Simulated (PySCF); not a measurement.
# One shape, several levels: C2H4F2 (1,1-difluoroethane)

Aim: a comparison of 6 runs (B3LYP/6-311+G**, CAM-B3LYP/6-311+G**, PBE/6-311+G**, PBE0/6-311+G**, SVWN5/6-311+G**, TPSS/6-311+G**) of C2H4F2 (1,1-difluoroethane). Input form: a Python script.

Program for the calculation: PySCF 2.14.0.

## Step 1: The structure to begin with

The species is C2H4F2 (8 atoms), meant as a singlet with charge 0. SMILES: `CC(F)F`. Geometry: relaxed at PBE0-D4/def2-TZVP.

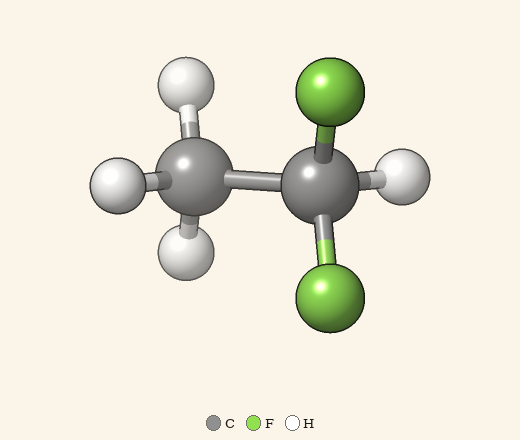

The structure, seen from a chosen angle (carbon grey, fluorine green, hydrogen white).

## Step 2: A single-point energy at B3LYP/6-311+G(d,p) (run 1)

job.py

```python
from pyscf import gto, dft

system = gto.Mole()
system.atom = [
    ('C', (0.003300, 0.777600, 0.023300)),
    ('C', (-0.052000, -0.718200, -0.008200)),
    ('F', (0.925500, -1.243400, 0.779100)),
    ('F', (0.168200, -1.172100, -1.271900)),
    ('H', (0.981400, 1.111900, -0.325400)),
    ('H', (-0.157200, 1.132800, 1.041800)),
    ('H', (-0.771000, 1.190600, -0.624000)),
    ('H', (-1.006100, -1.136400, 0.329500)),
]
system.verbose = 3
system.basis = '6-311+g**'
system.max_memory = 1860
system.charge = 0
system.build()

mf = dft.RKS(system)
mf.xc = 'b3lyp'
mf.grids.level = 5
mf.conv_tol = 1e-10
mf.kernel()
if not mf.converged:
    mf = mf.newton().run(mf.mo_coeff, mf.mo_occ)

e_tot = mf.e_tot
print(f'total energy: {e_tot:.8f} hartree')
```

Launch:

```console
$ OMP_NUM_THREADS=1 python job.py
```

The log of the run:

```text
converged SCF energy = -278.402556451456
total energy: -278.40255645 hartree
```

Run time: 38 s. Hardware: 1 thread of Arm Neoverse V1, shared host; peak memory 0.58 GiB.

## Step 3: A single-point energy at CAM-B3LYP/6-311+G(d,p) (run 2)

input.py

```python
from pyscf import gto, dft

molecule = gto.Mole()
molecule.atom = '''
C      0.003300     0.777600     0.023300
C     -0.052000    -0.718200    -0.008200
F      0.925500    -1.243400     0.779100
F      0.168200    -1.172100    -1.271900
H      0.981400     1.111900    -0.325400
H     -0.157200     1.132800     1.041800
H     -0.771000     1.190600    -0.624000
H     -1.006100    -1.136400     0.329500
'''
molecule.max_memory = 1860
molecule.verbose = 3
molecule.spin = 0
molecule.basis = '6-311+g**'
molecule.build()

mf = dft.RKS(molecule)
mf.xc = 'cam-b3lyp'
mf.conv_tol = 1e-10
mf.grids.level = 5
mf.kernel()
if not mf.converged:
    mf = mf.newton().run(mf.mo_coeff, mf.mo_occ)

e_final = mf.e_tot
print('E = %.10f Eh' % e_final)
```

Launch:

```console
$ OMP_NUM_THREADS=1 python input.py
```

The log of the run:

```text
converged SCF energy = -278.310801045037
E = -278.3108010450 Eh
```

Run time: 58 s. Hardware: 1 thread of Arm Neoverse V1, shared host; peak memory 0.58 GiB.

Runs 3 to 5 aren't shown in full; the table further down has their settings and results.

## Step 4: A single-point energy at TPSS/6-311+G(d,p) (run 6)

input.py

```python
# CC(F)F
from pyscf import gto, dft

mol = gto.Mole()
mol.atom = [
    ('C', (0.003300, 0.777600, 0.023300)),
    ('C', (-0.052000, -0.718200, -0.008200)),
    ('F', (0.925500, -1.243400, 0.779100)),
    ('F', (0.168200, -1.172100, -1.271900)),
    ('H', (0.981400, 1.111900, -0.325400)),
    ('H', (-0.157200, 1.132800, 1.041800)),
    ('H', (-0.771000, 1.190600, -0.624000)),
    ('H', (-1.006100, -1.136400, 0.329500)),
]
mol.spin = 0
mol.basis = '6-311+g**'
mol.verbose = 3
mol.max_memory = 1860
mol.charge = 0
mol.build()

ks = dft.RKS(mol)
ks.xc = 'tpss'
ks.grids.level = 5
ks.conv_tol = 1e-10
ks.kernel()
if not ks.converged:
    ks = ks.newton().run(ks.mo_coeff, ks.mo_occ)

e_tot = ks.e_tot
print('E(%s) = %.9f' % ('TPSS', e_tot))
```

Launch:

```console
$ OMP_NUM_THREADS=1 python input.py
```

The log of the run:

```text
converged SCF energy = -278.424700420886
E(TPSS) = -278.424700421
```

Wall time 85 s (1 thread of Arm Neoverse V1, shared host); peak memory 0.62 GiB.

## Step 5: All runs side by side

| run | level | energy (Eh) | dipole moment (D) | HOMO energy (eV) | LUMO energy (eV) | wall time |
| --- | --- | --- | --- | --- | --- | --- |
| 1 | B3LYP/6-311+G** | -278.402556 | 2.41 | -9.56 | 0.10 | 38 s |
| 2 | CAM-B3LYP/6-311+G** | -278.310801 | 2.48 | -11.33 | 0.88 | 58 s |
| 3 | PBE/6-311+G** | -278.101089 | 2.28 | -8.00 | -0.19 | 38 s |
| 4 | PBE0/6-311+G** | -278.110839 | 2.40 | -9.77 | 0.40 | 34 s |
| 5 | SVWN5/6-311+G** | -276.397418 | 2.36 | -8.14 | -0.20 | 27 s |
| 6 | TPSS/6-311+G** | -278.424700 | 2.32 | -8.13 | -0.03 | 85 s |

## Step 6: Summary of results

```
            quantity          value
 run 6: total energy  -278.42470 Eh
run 6: dipole moment         2.32 D
  run 6: HOMO energy       -8.13 eV
  run 6: LUMO energy       -0.03 eV
run 6: HOMO–LUMO gap        8.10 eV
```

The dipole moment (its size) runs from 2.28 D (PBE/6-311+G**) to 2.48 D (CAM-B3LYP/6-311+G**). The HOMO–LUMO gap runs from 7.81 eV (PBE/6-311+G**) to 12.20 eV (CAM-B3LYP/6-311+G**). Totals of different functionals can't be ranked against each other. All runs together took 4.7 min, the longest 85 s.
